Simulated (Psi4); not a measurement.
# One shape, several levels: doublet CHN+

Aim: a comparison of 3 runs (UHF/3-21G, UB3LYP/6-31G*, UDSD-PBEP86/aug-cc-pVTZ) of doublet CHN+. 

The results are computed with Psi4 1.11.

## Step 1: The structure to begin with

CHN+: 3 atoms, total charge +1, spin state doublet. SMILES of the parent species: `[C-]#[NH+]`. The coordinates come from a PBE0-D4/def2-TZVP relaxation. That shape belongs to the parent species and isn't relaxed for this state.

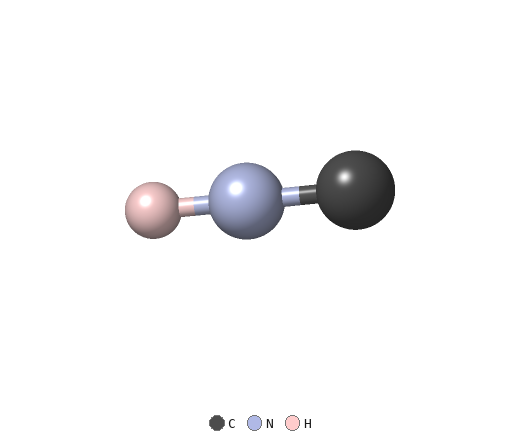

Viewed from a chosen angle; carbon dark grey, nitrogen light blue, hydrogen pink.

## Step 2: The energy at UHF/3-21G (run 1)

The input, job.py:

```python
import psi4

psi4.set_memory('1600 MB')
psi4.set_num_threads(1)
psi4.set_output_file('psi4.out', False)

m = psi4.geometry("""
1 2
C     -0.623470     0.883520    -0.241540
N      0.031410    -0.044070     0.012200
H      0.592060    -0.839450     0.229340
symmetry c1
no_reorient
no_com
""")

psi4.set_options({
    'basis': '3-21G',
    'reference': 'uhf',
    'puream': True,
    'e_convergence': 1e-09,
    'd_convergence': 1e-08,
    'scf_type': 'pk',
    'maxiter': 100,
})

E = psi4.energy("hf", molecule=m)
print(f'hf energy: {E:.10f} Eh')
for k, v in sorted(psi4.core.scalar_variables().items()):
    print(f'{k:45s} {v:18.10f}')
```

On the command line:

```console
python job.py
```

psi4.out:

```text
[...]
  Running in c1 symmetry.
[...]
  Nuclear repulsion =   24.287414571477516
[...]
  Multiplicity = 2
[...]
  Nalpha       = 7
  Nbeta        = 6
[...]
    Number of basis functions: 20
[...]
   @UHF iter   1:   -91.88024397549171   -3.10944e-01   1.48350e-02 ADIIS/DIIS
[...]
   @UHF iter  15:   -91.95132751465522   -1.77209e-11   3.28885e-09 DIIS
[...]
   @S^2 Observed:                1.186226069E+00
[...]
    Orbital Energies [Eh]
    ---------------------
    Alpha Occupied:
       1A    -15.916935     2A    -11.704125     3A     -1.626640
       4A     -1.207973     5A     -1.016006     6A     -0.873115
       7A     -0.873115
    Alpha Virtual:
       8A     -0.158383     9A     -0.158383    10A      0.006379
      11A      0.228167    12A      0.573191    13A      0.573191
      14A      0.578969    15A      0.776827    16A      1.107934
      17A      1.107934    18A      1.218305    19A      1.594202
      20A      2.356181
[...]
  @UHF Final Energy:   -91.95132751465522
   => Energetics <=
    Nuclear Repulsion Energy =             24.2874145714775160
    One-Electron Energy =                -166.9608241221654339
    Two-Electron Energy =                  50.7220820360327096
    Total Energy =                        -91.9513275146552189
  UHF NO Occupations:
  HONO-2 :    5  A 1.8860043
  HONO-1 :    6  A 1.8860043
[...]
 Multipole Moments:
 ------------------------------------------------------------------------------------
     Multipole            Electronic (a.u.)      Nuclear  (a.u.)        Total (a.u.)
 ------------------------------------------------------------------------------------
 L = 1.  Multiply by 2.5417464519 to convert [e a0] to [Debye]
 Dipole X            :          5.2258024           -5.5348000           -0.3089976
 Dipole Y            :         -7.4110133            7.8483727            0.4373594
 Dipole Z            :          2.0241477           -2.1438943           -0.1197466
 Magnitude           :                                                    0.5487276
[...]
```

On the terminal:

```text
hf energy: -91.9513275147 Eh
CURRENT ENERGY                                    -91.9513275147
CURRENT REFERENCE ENERGY                          -91.9513275147
DD SOLVATION ENERGY                                 0.0000000000
HF KINETIC ENERGY                                  91.4647339764
HF POTENTIAL ENERGY                              -183.4160614911
HF TOTAL ENERGY                                   -91.9513275147
HF VIRIAL RATIO                                     2.0053200126
NUCLEAR REPULSION ENERGY                           24.2874145715
ONE-ELECTRON ENERGY                              -166.9608241222
PCM POLARIZATION ENERGY                             0.0000000000
PE ENERGY                                           0.0000000000
SCF ITERATION ENERGY                              -91.9513275147
SCF ITERATIONS                                     15.0000000000
SCF TOTAL ENERGY                                  -91.9513275147
TWO-ELECTRON ENERGY                                50.7220820360
```

It took 2.7 s on 1 thread of Intel Xeon at 2.70GHz, shared host; peak memory 0.18 GiB.

## Step 3: The energy at UB3LYP/6-31G(d) (spherical functions) (run 2)

The input, chn.in:

```
memory 1600 MB

molecule {
  1 2
  C     -0.623470     0.883520    -0.241540
  N      0.031410    -0.044070     0.012200
  H      0.592060    -0.839450     0.229340
  symmetry c1
}

set reference uks
set puream true
set e_convergence 1e-09
set d_convergence 1e-08
set scf_type pk
set dft_radial_points 99
set dft_spherical_points 590
set maxiter 100

e_tot, wfn = energy("b3lyp/6-31G*", return_wfn=True)
oeprop(wfn, "LOWDIN_CHARGES", "QUADRUPOLE", "WIBERG_LOWDIN_INDICES", title="B3LYP")
```

On the command line:

```console
psi4 -n 1 chn.in chn.out
```

chn.out:

```text
[...]
  Running in c1 symmetry.
[...]
  Nuclear repulsion =   24.287414571477516
[...]
  Multiplicity = 2
[...]
  Nalpha       = 7
  Nbeta        = 6
[...]
    Number of basis functions: 30
[...]
   @UKS iter   1:   -92.84718765384503    7.31242e-02   1.64376e-02 DIIS/ADIIS
[...]
   @UKS iter  11:   -92.95239670444188   -1.10845e-12   5.15456e-09 DIIS
[...]
   @S^2 Observed:                7.782859239E-01
[...]
    Orbital Energies [Eh]
    ---------------------
    Alpha Occupied:
       1A    -14.753534     2A    -10.703169     3A     -1.311414
       4A     -1.003941     5A     -0.795875     6A     -0.733782
       7A     -0.733782
    Alpha Virtual:
       8A     -0.352718     9A     -0.352718    10A     -0.179025
      11A      0.034908    12A      0.208944    13A      0.212664
      14A      0.212664    15A      0.246737    16A      0.424475
      17A      0.424475    18A      0.610072    19A      0.878063
      20A      1.118265    21A      1.118298    22A      1.125682
      23A      1.127225    24A      1.127225    25A      1.559788
[...]
  @UKS Final Energy:   -92.95239670444188
   => Energetics <=
    Nuclear Repulsion Energy =             24.2874145714775160
    One-Electron Energy =                -168.1194501445085905
    Two-Electron Energy =                  60.7957700726278176
    DFT Exchange-Correlation Energy =      -9.9161312040386171
    Empirical Dispersion Energy =           0.0000000000000000
    VV10 Nonlocal Energy =                  0.0000000000000000
    Total Energy =                        -92.9523967044418811
[...]
 Multipole Moments:
 ------------------------------------------------------------------------------------
     Multipole            Electronic (a.u.)      Nuclear  (a.u.)        Total (a.u.)
 ------------------------------------------------------------------------------------
 L = 1.  Multiply by 2.5417464519 to convert [e a0] to [Debye]
 Dipole X            :         -0.7075628            0.8312849            0.1237221
 Dipole Y            :          0.9401715           -1.1052905           -0.1651190
 Dipole Z            :          0.0000000            0.0000000            0.0000000
 Magnitude           :                                                    0.2063285
 L = 2.  Multiply by 1.3450342976 to convert [e a0^2] to [Debye ang]
 Quadrupole XX       :        -13.4746594            8.5188748           -4.9557845
 Quadrupole XY       :          8.5684300          -11.3187695           -2.7503395
[...]
```

Run time: 6.9 s. Hardware: 1 thread of Intel Xeon at 2.70GHz, shared host; peak memory 0.35 GiB.

## Step 4: A single-point energy at UDSD-PBEP86/aug-cc-pVTZ (density fitting for correlation) (run 3)

The input, job.py:

```python
import psi4

psi4.set_memory('1600 MB')
psi4.set_num_threads(1)
psi4.set_output_file('psi4.out', False)

geom = psi4.geometry("""
1 2
C     -1.17818755     1.66961083    -0.45644445
N      0.05935630    -0.08328023     0.02305466
H      1.11883125    -1.58633060     0.43338979
units au
symmetry c1
no_reorient
no_com
""")

psi4.set_options({
    'basis': 'aug-cc-pVTZ',
    'reference': 'uks',
    'puream': True,
    'e_convergence': 1e-09,
    'd_convergence': 1e-08,
    'scf_type': 'pk',
    'dft_radial_points': 99,
    'dft_spherical_points': 590,
    'num_frozen_docc': 2,
    'maxiter': 100,
})

e, wfn = psi4.energy("dsd-pbep86", molecule=geom, return_wfn=True)
print('E =', round(e, 9))
```

On the command line:

```console
python job.py
```

psi4.out:

```text
[...]
  Running in c1 symmetry.
[...]
  Nuclear repulsion =   24.287414512054749
[...]
  Multiplicity = 2
[...]
  Nalpha       = 7
  Nbeta        = 6
[...]
    Number of basis functions: 115
[...]
   @UKS iter   1:   -92.58612163735407   -2.73666e-01   3.70420e-03 DIIS/ADIIS
[...]
   @UKS iter  12:   -92.67700896062374   -9.36637e-11   8.08191e-09 DIIS
[...]
   @S^2 Observed:                9.156595659E-01
[...]
    Orbital Energies [Eh]
    ---------------------
    Alpha Occupied:
       1A    -15.538016     2A    -11.376103     3A     -1.510191
       4A     -1.140506     5A     -0.942662     6A     -0.821808
       7A     -0.821808
    Alpha Virtual:
       8A     -0.242318     9A     -0.242318    10A     -0.137534
      11A     -0.105370    12A     -0.084512    13A     -0.084512
      14A     -0.065772    15A     -0.032592    16A     -0.014890
      17A     -0.014890    18A      0.044044    19A      0.050728
      20A      0.050728    21A      0.073238    22A      0.107156
      23A      0.107156    24A      0.155260    25A      0.173838
[...]
  @UKS Final Energy:   -92.67700896062374
   => Energetics <=
    Nuclear Repulsion Energy =             24.2874145120547489
    One-Electron Energy =                -168.0903629231221998
    Two-Electron Energy =                  54.6138838397784951
    DFT Exchange-Correlation Energy =      -3.4879443893347650
    Empirical Dispersion Energy =           0.0000000000000000
    VV10 Nonlocal Energy =                  0.0000000000000000
    Total Energy =                        -92.6770089606237377
[...]
 Multipole Moments:
 ------------------------------------------------------------------------------------
     Multipole            Electronic (a.u.)      Nuclear  (a.u.)        Total (a.u.)
 ------------------------------------------------------------------------------------
 L = 1.  Multiply by 2.5417464519 to convert [e a0] to [Debye]
 Dipole X            :          5.1853269           -5.5348000           -0.3494730
 Dipole Y            :         -7.3534683            7.8483728            0.4949044
 Dipole Z            :          2.0084803           -2.1438943           -0.1354140
 Magnitude           :                                                    0.6208049
[...]
```

Standard output:

```text
E = -92.832074853
```

It took 22 s on 1 thread of Intel Xeon at 2.70GHz, shared host; peak memory 0.68 GiB.

## Step 5: Overview of the runs

```csv
run,level,integration grid,frozen core orbitals,energy (Eh),HOMO energy (eV),LUMO energy (eV),⟨S²⟩,wall time
1,UHF/3-21G,–,0,-91.951328,-23.76,-8.19,1.186,2.7 s
2,UB3LYP/6-31G* (spherical functions),99 radial × 590 angular,0,-92.952397,-19.76,-15.18,0.778,6.9 s
3,UDSD-PBEP86/aug-cc-pVTZ (density fitting for correlation),99 radial × 590 angular,2,-92.832075,-22.36,-11.06,0.916,22 s
```

## Step 6: Outcome

| quantity | value |
| --- | --- |
| run 3: total energy | -92.83207 Eh |
| run 3: HOMO energy (SCF part's orbitals) (highest over α and β) | -22.36 eV |
| run 3: LUMO energy (SCF part's orbitals) (lowest over α and β) | -11.06 eV |
| run 3: ⟨S²⟩ | 0.916 |

Totals of different functionals can't be ranked against each other. Spin contamination of the reference: run 1 ⟨S²⟩ = 1.19, run 3 ⟨S²⟩ = 0.92. All runs together took 32 s, the longest 22 s.
